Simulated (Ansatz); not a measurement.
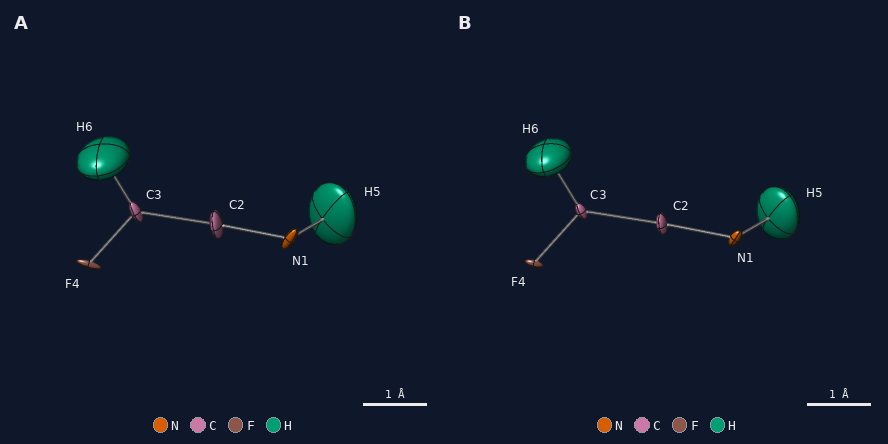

Displacement ellipsoids at the 50 % level, scaled by 2, from the internal vibrations of the free molecule (harmonic, no overall translation or rotation; no half-axis is drawn under 0.075 Å). Vibrations computed with RKS PBE0-D4/def2-TZVP (Ansatz 0.2.0). One panel is for 298 K, the other for 600 K.

**Which panel is for 600 K?**

A.

**How much does the mean-square displacement of F4 grow, and why?**

U_eq goes from 0.00098 to 0.0017 Å², a factor of 1.7. Modes below kT (417 cm⁻¹ at 600 K) grow about in proportion to T, and the lowest lies at 239 cm⁻¹; the mean-square amplitude of a mode is its zero-point value times coth(ħω/2kT), which comes close to 1 only above about 3kT.
